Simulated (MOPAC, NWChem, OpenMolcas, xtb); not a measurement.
## BH2ClO (SMILES OBCl): the highest harmonic wavenumber at each level's own minimum, rung by rung

The runs start from one conformer, not always the lowest.

BH2ClO, singlet, SMILES `OBCl`. Each level relaxes the structure for itself.

Each level gives the highest harmonic wavenumber at each level's own minimum (cm⁻¹). The values are calculated.

```csv
level,kind,program,value (cm⁻¹)
AM1,semi-empirical,MOPAC,3471
PM3,semi-empirical,MOPAC,3886
GFN2-xTB,semi-empirical,xtb,3564
GFN1-xTB,semi-empirical,xtb,3665
HF/3-21G,Hartree–Fock,OpenMolcas,3918
HF/6-31G* (Cartesian functions),Hartree–Fock,OpenMolcas,4100
HF/cc-pVTZ,Hartree–Fock,OpenMolcas,4155
BP86/def2-SVP,GGA,NWChem,3686
BP86-D3(BJ)/pc-0,GGA,NWChem,3567
B3LYP-D3(BJ)/6-311G**,global hybrid,NWChem,3820
```

Harmonic and unscaled. The values span 3471 to 4155 cm⁻¹.

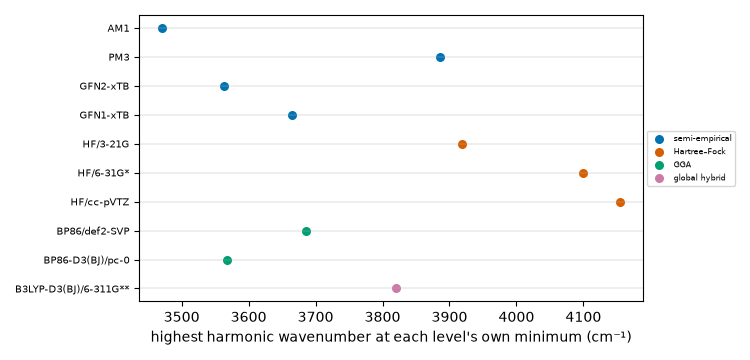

The values of the table, level by level.
